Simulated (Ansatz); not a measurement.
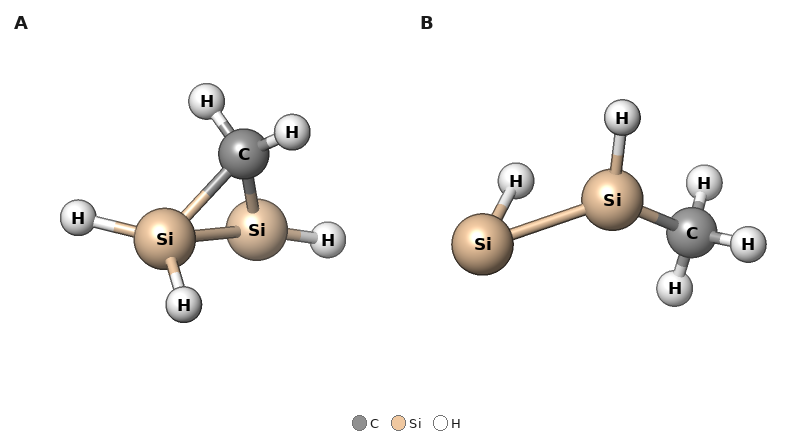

2 stationary structures of one formula. Charge +1, singlet. Geometries: PBE0-D4/def2-TZVP. Electronic energies: RHF-CCSD(T) (frozen core)/def2-TZVPP (Ansatz 0.2.0), without zero-point energy. No frequency run is at hand to confirm each as a minimum. Each is one conformer, not always the lowest.

### Which is lowest in energy, and by how much?

B is lowest (C1); A lies 9.0 kcal/mol above it (C1).
